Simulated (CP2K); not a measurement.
# C2H8Si2 (SMILES C=C([SiH3])[SiH3]) at GFN1-xTB

What is the vertical electron affinity of C2H8Si2 at GFN1-xTB? 

Program for the calculation: CP2K 2026.2.

1 further run of the same task is left out (set aside as unsound or not needed).

## 1. Starting point

C2H8Si2 has 12 atoms, charge 0, and is taken as a singlet. SMILES: `C=C([SiH3])[SiH3]`. Geometry: relaxed at GFN2-xTB.

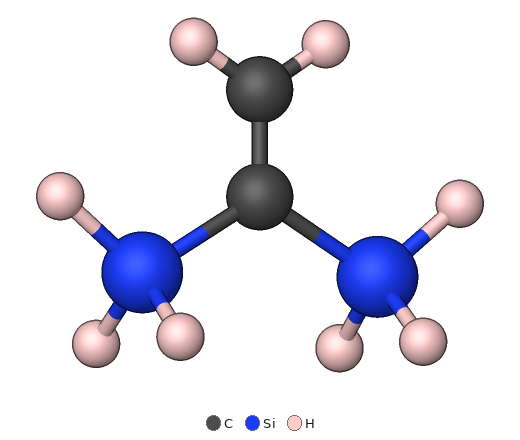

Viewed from a chosen angle; carbon dark grey, silicon blue, hydrogen pink.

## 2. Energy and gradient at GFN1-xTB

molecule.xyz reads:

```xyz
12

C     -0.417660     1.619430    -0.047190
C     -0.085930     0.331880    -0.010370
Si    -0.368300    -0.694780     1.551040
Si     0.678620    -0.514950    -1.517020
H     -0.267810     2.233390    -0.924640
H     -0.855440     2.131310     0.798830
H      0.917580    -1.222800     2.015640
H     -1.267900    -1.809040     1.239860
H     -0.961080     0.141620     2.597530
H      0.818500     0.446610    -2.613560
H     -0.187230    -1.620390    -1.937160
H      1.996670    -1.042280    -1.152970
```

qs.inp reads:

```
&GLOBAL
 PROJECT qs
 RUN_TYPE ENERGY_FORCE
 PRINT_LEVEL MEDIUM
&END GLOBAL

&FORCE_EVAL
 METHOD Quickstep
 &DFT
  CHARGE 0
  MULTIPLICITY 1
  &QS
   METHOD XTB
   EPS_DEFAULT 1.0E-10
   &XTB
    GFN_TYPE TBLITE
    &TBLITE
     METHOD GFN1
    &END TBLITE
    CHECK_ATOMIC_CHARGES F
   &END XTB
  &END QS
  ! cluster boundary conditions
  &POISSON
   PERIODIC NONE
   POISSON_SOLVER ANALYTIC
  &END POISSON
  &SCF
   SCF_GUESS ATOMIC
   EPS_SCF 1.0E-06
   MAX_SCF 150
   ADDED_MOS 2
   &DIAGONALIZATION
    ALGORITHM STANDARD
   &END DIAGONALIZATION
   &MIXING
    METHOD DIRECT_P_MIXING
    ALPHA 0.4
   &END MIXING
  &END SCF
  ! extra output
  &PRINT
   &MOMENTS
    PERIODIC F
    REFERENCE COM
    MAX_MOMENT 1
   &END MOMENTS
   &MO ON
    ENERGIES T
    OCCUPATION_NUMBERS T
    NDIGITS 6
    &EACH
     QS_SCF 0
    &END EACH
    ADD_LAST NUMERIC
   &END MO
   &HIRSHFELD OFF
   &END HIRSHFELD
  &END PRINT
 &END DFT
 &SUBSYS
  &CELL
   ABC [angstrom] 15.3 16 17.2
   PERIODIC NONE
  &END CELL
  &TOPOLOGY
   COORD_FILE_NAME molecule.xyz
   COORD_FILE_FORMAT XYZ
   &CENTER_COORDINATES
   &END CENTER_COORDINATES
  &END TOPOLOGY
 &END SUBSYS
 &PRINT
  &FORCES ON
  &END FORCES
 &END PRINT
&END FORCE_EVAL
```

Run with:

```
$ OMP_NUM_THREADS=1 cp2k.psmp -i qs.inp -o qs.out
```

What it wrote:

```text
CP2K| version string:                                       CP2K version 2026.2
[...]
 GLOBAL| Method name                                                        CP2K
[...]
 GLOBAL| Run type                                                   ENERGY_FORCE
[...]
                             - Atoms:                                         12
[...]
                             - Spherical basis functions:                     42
[...]
 Number of electrons:                                                         24
[...]
  *** SCF run converged in    11 steps ***
[...]
  Fermi energy:                                                -0.32103089504641
[...]
 TB_DIPOLE| Moment [Debye]         -0.17150528       0.65438462      -0.02085628
 TB_DIPOLE| Derivative [a.u.]       0.00000000       0.00000000       0.00000000
[...]
 ENERGY| Total FORCE_EVAL ( QS ) energy [hartree]            -12.215833215573921
 FORCES| Atomic forces [hartree/bohr]
 FORCES|   Atom     x               y               z               |f|
 FORCES|      1 -5.37659574E-03  2.13987779E-02 -5.73987980E-04   2.20713601E-02
 FORCES|      2  7.20587283E-03 -2.84444951E-02  7.80703991E-04   2.93534224E-02
 FORCES|      3 -4.48977716E-04 -9.32778256E-04  2.58474529E-03   2.78434274E-03
 FORCES|      4  1.04976254E-03 -7.06206395E-04 -2.43608613E-03   2.74503998E-03
 FORCES|      5 -4.06643091E-04  4.59922871E-03 -2.39263426E-03   5.20028480E-03
 FORCES|      6 -1.96249273E-03  4.31303370E-03  2.08535746E-03   5.17709891E-03
 FORCES|      7 -4.26880571E-03  3.91096493E-04 -6.87140191E-04   4.34140764E-03
 FORCES|      8  3.04001663E-03  2.45451063E-03  1.91080087E-03   4.34942336E-03
 FORCES|      9  1.52882358E-03 -2.91867002E-03 -2.41645467E-03   4.08597472E-03
 FORCES|     10 -1.06582255E-04 -3.24167425E-03  2.60466133E-03   4.15981638E-03
 FORCES|     11  3.51779046E-03  2.53068719E-03  5.78231542E-04   4.37190795E-03
 FORCES|     12 -3.77216880E-03  5.56489496E-04 -2.03819726E-03   4.32356174E-03
 FORCES| Sum    -3.18755439E-16 -1.46150453E-16  2.55004351E-16
[...]
```

Wall time 0.28 s (1 thread of Arm Neoverse V1, shared host).

## 3. The doublet anion, same level

molecule.xyz is that of step 2.

run.inp reads:

```
&FORCE_EVAL
 METHOD QUICKSTEP
 &DFT
  CHARGE -1
  MULTIPLICITY 2
  LSD T
  &QS
   METHOD XTB
   EPS_DEFAULT 1.0E-10
   &XTB
    GFN_TYPE TBLITE
    &TBLITE
     METHOD GFN1
    &END TBLITE
    CHECK_ATOMIC_CHARGES F
   &END XTB
  &END QS
  &POISSON
   PERIODIC NONE
   POISSON_SOLVER ANALYTIC
  &END POISSON
  &SCF
   SCF_GUESS ATOMIC
   EPS_SCF 1.0E-06
   MAX_SCF 150
   ADDED_MOS 2
   &DIAGONALIZATION
    ALGORITHM STANDARD
   &END DIAGONALIZATION
   &MIXING
    METHOD DIRECT_P_MIXING
    ALPHA 0.4
   &END MIXING
   &SMEAR ON
    METHOD FERMI_DIRAC
    ELECTRONIC_TEMPERATURE [K] 300
   &END SMEAR
  &END SCF
  &PRINT
   &MOMENTS
    PERIODIC F
    REFERENCE COM
    MAX_MOMENT 1
   &END MOMENTS
   &MO ON
    ENERGIES T
    OCCUPATION_NUMBERS T
    NDIGITS 6
    &EACH
     QS_SCF 0
    &END EACH
    ADD_LAST NUMERIC
   &END MO
   &HIRSHFELD OFF
   &END HIRSHFELD
  &END PRINT
 &END DFT
 &SUBSYS
  &CELL
   ABC 15.3 16 17.2
   PERIODIC NONE
  &END CELL
  &TOPOLOGY
   COORD_FILE_NAME molecule.xyz
   COORD_FILE_FORMAT XYZ
   &CENTER_COORDINATES
   &END CENTER_COORDINATES
  &END TOPOLOGY
 &END SUBSYS
 &PRINT
  &FORCES ON
  &END FORCES
 &END PRINT
&END FORCE_EVAL

&GLOBAL
 PROJECT run
 RUN_TYPE ENERGY_FORCE
 PRINT_LEVEL MEDIUM
&END GLOBAL
```

Run with:

```
$ OMP_NUM_THREADS=1 cp2k.psmp -i run.inp -o run.out
```

What it wrote:

```text
CP2K| version string:                                       CP2K version 2026.2
[...]
 GLOBAL| Method name                                                        CP2K
[...]
 GLOBAL| Run type                                                   ENERGY_FORCE
[...]
                             - Atoms:                                         12
[...]
                             - Spherical basis functions:                     42
[...]
 Number of electrons:                                                         13
[...]
  *** SCF run converged in    15 steps ***
[...]
  Fermi energy:                                                -0.06496829363120
[...]
 TB_DIPOLE| Moment [Debye]          0.20826414      -0.81885826       0.02283471
 TB_DIPOLE| Derivative [a.u.]       0.00000000       0.00000000       0.00000000
[...]
 ENERGY| Total FORCE_EVAL ( QS ) energy [hartree]            -12.396569161239544
 FORCES| Atomic forces [hartree/bohr]
 FORCES|   Atom     x               y               z               |f|
 FORCES|      1 -3.27790322E-02  1.26934991E-01 -3.66564248E-03   1.31150272E-01
 FORCES|      2  3.51571447E-02 -1.36085147E-01  3.93554595E-03   1.40608253E-01
 FORCES|      3  5.93151825E-03  1.16871811E-02 -2.47677206E-02   2.80216540E-02
 FORCES|      4 -1.09976797E-02  8.75571706E-03  2.42907063E-02   2.80651020E-02
 FORCES|      5 -1.69339094E-04  5.66997125E-03 -3.81367023E-03   6.83530031E-03
 FORCES|      6 -2.63773692E-03  5.23061484E-03  3.47163073E-03   6.80949393E-03
 FORCES|      7 -6.71120392E-03 -4.10136003E-03  5.30315375E-03   9.48603457E-03
 FORCES|      8  3.07434584E-03 -1.37051611E-03  8.83119118E-03   9.45091818E-03
 FORCES|      9  2.26498562E-03 -6.33891465E-03 -1.93778021E-03   7.00478343E-03
 FORCES|     10  8.81935173E-04 -6.61486605E-03  2.31542117E-03   7.06367027E-03
 FORCES|     11  7.89317953E-03 -5.64539906E-04 -5.26124200E-03   9.50271834E-03
 FORCES|     12 -1.90811732E-03 -3.20313154E-03 -8.70159355E-03   9.46671504E-03
 FORCES| Sum     3.38271078E-17  1.03216047E-16 -2.18575158E-16
[...]
```

It took 0.3 s on 1 thread of Arm Neoverse V1, shared host.

## 4. Outcome

At GFN1-xTB:

```
                                                  quantity         value
                             singlet C2H8Si2: total energy  -12.21583 Eh
singlet C2H8Si2: dipole moment (from atomic charges alone)        0.68 D
                              singlet C2H8Si2: HOMO energy     -11.46 eV
                              singlet C2H8Si2: LUMO energy      -7.84 eV
                            singlet C2H8Si2: HOMO–LUMO gap       3.62 eV
                 singlet C2H8Si2: largest force on an atom    1.509 eV/Å
                               doublet anion: total energy  -12.39657 Eh
         doublet anion: HOMO energy (highest over α and β)      -2.06 eV
          doublet anion: LUMO energy (lowest over α and β)      -1.47 eV
                   doublet anion: largest force on an atom    7.230 eV/Å
         vertical electron affinity (to the doublet anion)      4.918 eV
```

At fixed nuclei the extra electron is bound by 4.92 eV (113 kcal/mol). The largest force (singlet C2H8Si2) is 1.51 eV/Å: the shape isn't a stationary point for this species at this level. A minimal valence basis can't be trusted even for the sign of an electron affinity. xTB total energies overstate such differences by several eV unless an empirical shift is taken off; none is applied here. The dipole (singlet C2H8Si2) comes from point charges on the atoms alone, without atomic dipoles, so it is partial.
